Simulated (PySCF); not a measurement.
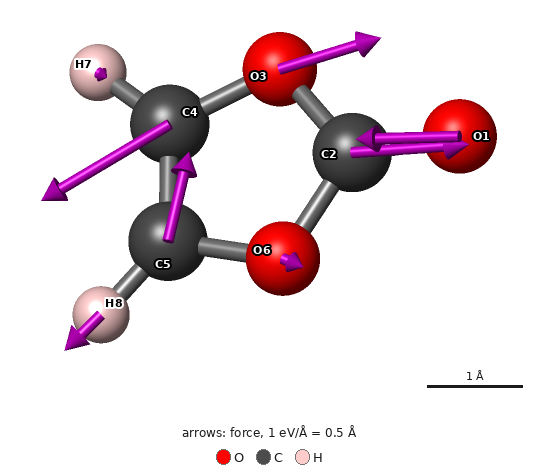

Starting geometry of C3H2O3 with the computed forces as purple arrows. A ball-and-stick model, seen at a tilt.

The start comes from GFN2-xTB. Its atoms were then displaced at random by about 0.01 Å.

Method: PBE0-D3(BJ)/def2-TZVP geometry optimisation, gas phase in PySCF 2.14.0, density-fitted response routines. 

**Is this structure relaxed? If not, where do the atoms go?**

It isn't relaxed: the largest force vector, on C4, is 3.19 eV/Å. The final displacements follow the starting forces only in part (cosine between the two patterns 0.85). O3 moves most after the best rigid fit: 0.033 Å. By element the largest moves are O 0.033 Å, C 0.031 Å, H 0.022 Å. Among the contacts that change: O3–C4 1.313 → 1.372 Å, O1–C2 1.212 → 1.183 Å, C5–H8 1.047 → 1.075 Å, C4–C5 1.344 → 1.324 Å. Bond angles that change, for instance: C5–C4–H7 130.9° → 133.6°, C4–C5–O6 106.5° → 108.6°, O3–C4–C5 110.6° → 108.6°. Over 8 geometry steps the energy falls by 14.0 kJ/mol.
